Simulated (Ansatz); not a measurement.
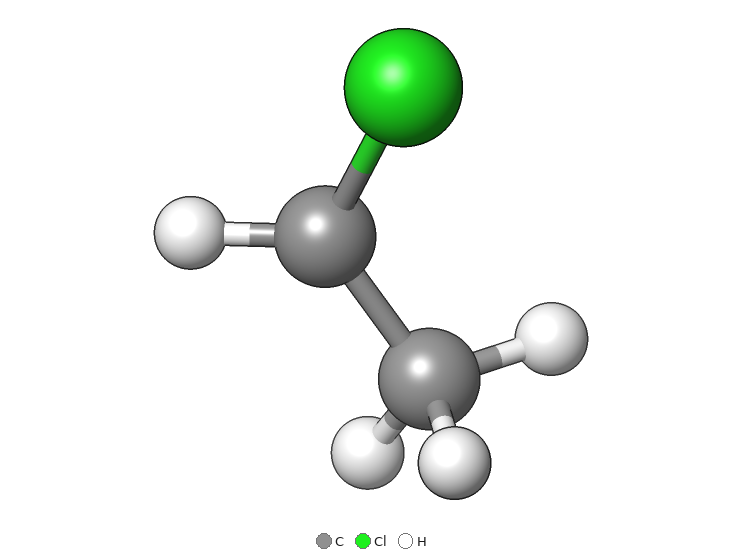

A ball-and-stick model of a molecule. Every bond is drawn as one stick, whatever its order.

Charge 0, doublet. Computed geometry: PBE-D4/def2-SVP optimisation. No frequency run is at hand to confirm it as a minimum.

Description:

It has 7 atoms: 2 carbon, 4 hydrogen and 1 chlorine (C2H4Cl). It is an open-shell species. Coordination: 1 C tetrahedral; 1 C trigonal planar.
